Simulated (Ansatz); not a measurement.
**CH₂F₃In (SMILES [F][InH][CH](F)F): density, localisation and related maps**

The calculation's input:

```
crystal:
  periodic: [false, false, false]
  atoms:
    - {symbol: C, position_ang: [-0.600078, -1.036052, -0.586910]}
    - {symbol: F, position_ang: [-2.663470, -2.389391, 1.764464]}
    - {symbol: F, position_ang: [-0.022352, -1.784872, -1.569468]}
    - {symbol: F, position_ang: [0.186447, 0.056043, -0.367987]}
    - {symbol: In, position_ang: [-0.750656, -2.238763, 1.276566]}
    - {symbol: H, position_ang: [0.299748, -3.048954, 2.371017]}
    - {symbol: H, position_ang: [-1.582428, -0.687285, -0.951028]}
basis:
  gaussian:
    orbitals: def2-TZVPD
hamiltonian:
  xc: {name: PBE0}
output: {forces: true, orbitals: {seedname: orbitals}}
```

Command:

```sh
ansatz run input.yaml --threads 1 --pin off --max-ram 2610MiB --events-out events.jsonl --progress --plain --runs-dir runs
```

Geometry: B3LYP-D3(BJ)/def2-SVP; core potentials replace the inner electrons of In.

All numbers below come from isolated molecule in a Gaussian basis; Kohn-Sham density functional theory, functional PBE0 in Ansatz 0.2.0.

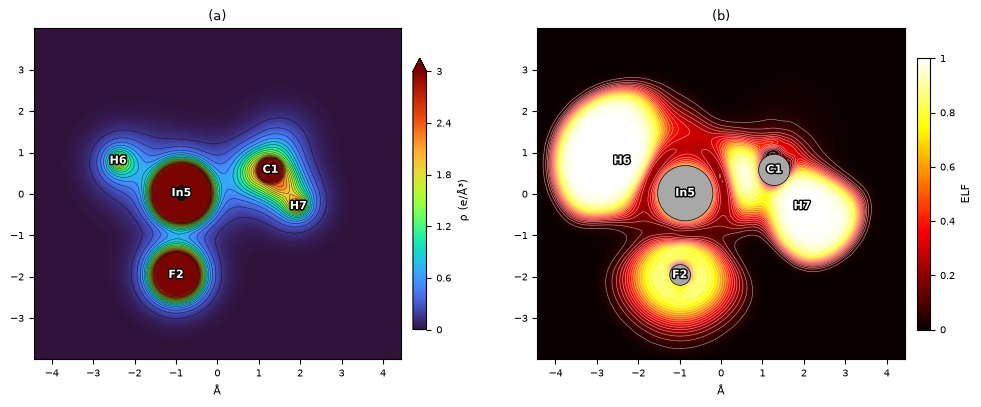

Figure 1. (a) electron density; (b) ELF on the plane of atoms C1, In5 and H6. Grey discs cover the atomic cores in the ELF map.

What does the map show?

- The section cuts through C, F, In and H sites.
- In–F (1.98 Å): ρ is about 0.74 e/Å³ halfway; the ELF peaks at about 0.85 in the valence shell of F, 0.5 Å from its nucleus, and drops to about 0.15 between the two atoms.
- C–In (2.22 Å): ρ at the midpoint is about 0.65 e/Å³; the ELF peaks at about 0.95 in the valence shell of C, 0.7 Å from its nucleus, and drops to about 0.20 between the two atoms.
- C–H (1.10 Å): ρ is about 2.2 e/Å³ halfway; the ELF climbs to about 1 towards the hydrogen, as it does in any bond to H: an ordinary covalent bond to hydrogen.
- In–H (1.72 Å): ρ at the midpoint is about 1.2 e/Å³; the ELF climbs to about 1 towards the hydrogen.
- The ELF also peaks beside F2, away from the bonds: lone-pair regions.

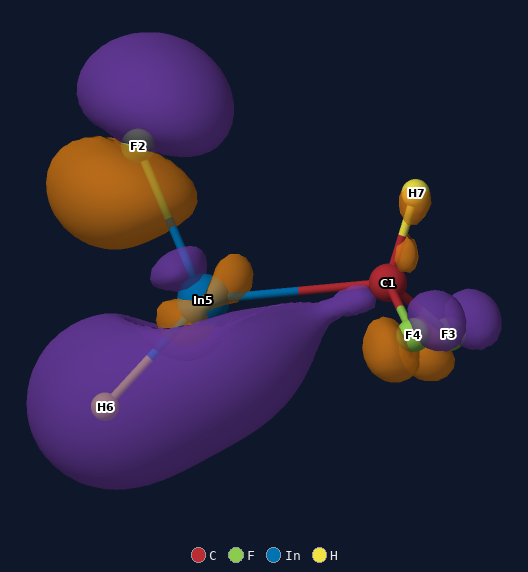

Figure 2. The HOMO−1 at ±0.1 Å⁻³ᐟ² (orange and purple are the two phases), seen at a tilt.

What is the character of this orbital?

By Hirshfeld shares it lies mainly on F2 (about 55 %), In5 (about 25 %) and H6 (about 15 %). Its energy is −9.83 eV.

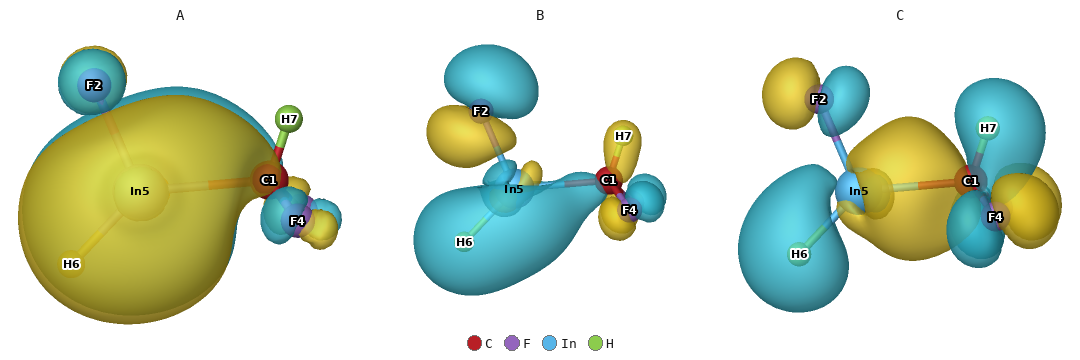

Figure 3. Three frontier orbitals at ±0.06 Å⁻³ᐟ² (yellow and cyan are the two phases), in no order.

Order the three orbitals by energy and name them.

B is the HOMO−1 (−9.83 eV). By Hirshfeld shares it lies mainly on F2 (about 55 %), In5 (about 25 %) and H6 (about 15 %). C is the HOMO (−8.08 eV). It lies mainly on C1 (about 30 %), In5 (about 20 %), F4 (about 15 %), F3 (about 15 %), H6 (about 10 %) and H7 (about 5 %). A is the LUMO (−2.02 eV). By Hirshfeld shares it lies mainly on In5 (about 80 %).

What is the HOMO–LUMO gap?

6.06 eV between the orbital energies.
